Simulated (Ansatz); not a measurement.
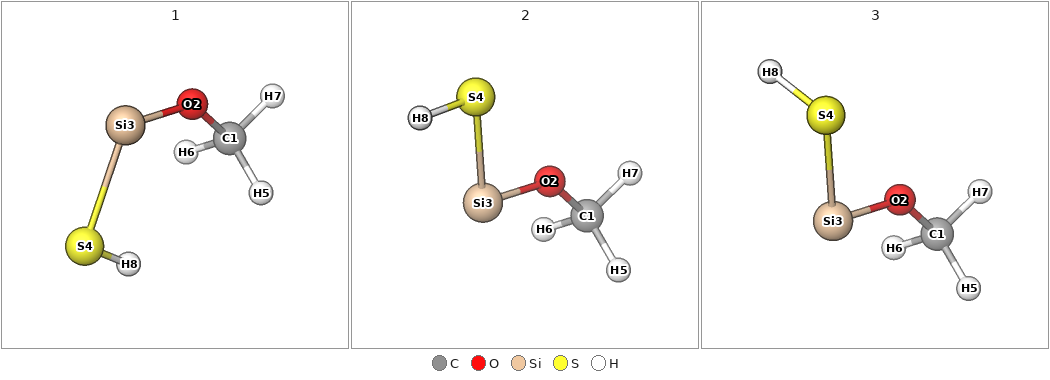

CH4OSSi, SMILES CO[Si]S. The first coordinate is: dihedral O2–Si3–S4–H8; the second: dihedral C1–O2–Si3–S4. Nothing is relaxed (all other coordinates rigid). Grid: 12 × 12 points; 143 points were computed and 1 follow by symmetry. Points are written as (first, second). Energies: eV, counted from the lowest grid point. Method: RHF/def2-TZVP (Ansatz 0.2.0).

The numbered pictures are structures from this grid.

Rank them by energy, lowest first.

Answer. 1, at (0°, 0°): 0.045 eV; 2, at (−180°, −180°): 0.163 eV; 3, at (90°, −180°): 0.531 eV.

The map, with the structures marked:

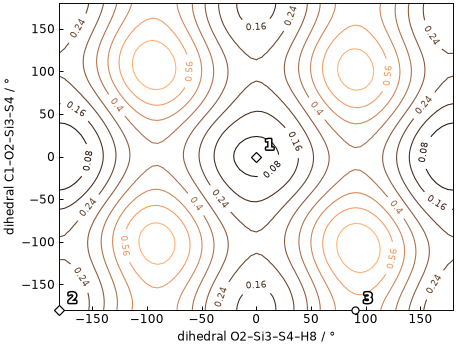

The picture shows contour lines labelled in eV. Between grid points the surface is interpolated.
